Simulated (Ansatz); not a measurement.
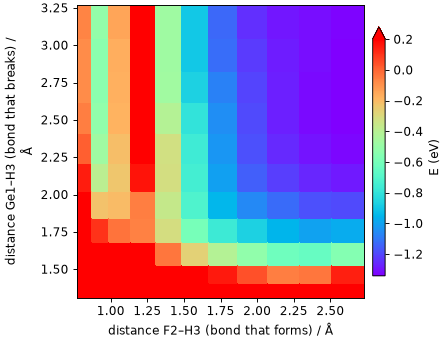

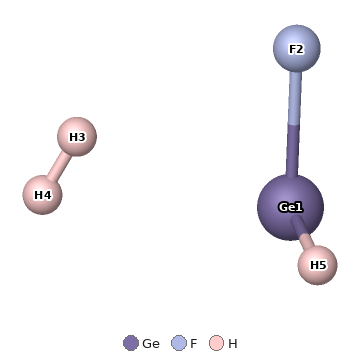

Energy landscape of the reacting system FGeH₃ (fragments FGeH₃ where the first distance is long, GeH₂ + FH where the second is long). Coordinates scanned: (1) distance F2–H3 (bond that forms); (2) distance Ge1–H3 (bond that breaks). Relaxed at each point: all other coordinates. Grid: 11 × 11 points. Points are written as (first, second). Energies are in eV, from a guessed transition structure relaxed with its forming and breaking bonds held. Energies and slopes of some neighbouring points disagree (a jump in structure or state, or too coarse a mesh). The restricted reference is unstable at some or all points, so the energies there are unreliable. The calculation used RHF-MP2, frozen core/def2-TZVP (Ansatz 0.2.0).

Drawn: one coloured cell a grid point, one colour for all values above the top of the scale. The second picture is the structure at the lowest point.

Describe this landscape.

Answer. The lowest grid point is at (2.619 Å, 2.721 Å), −1.34 eV from a guessed transition structure relaxed with its forming and breaking bonds held. It lies in a valley that leaves the map towards separated partners. Other grid points that lie below all their neighbours: (0.920 Å, 2.721 Å) (0.80 eV higher). The highest grid point, (0.819 Å, 1.359 Å), lies 4.64 eV above the lowest.

Time for the 121 points that were run: 41 min on 1 thread of Arm Neoverse V1, with other jobs on the host.
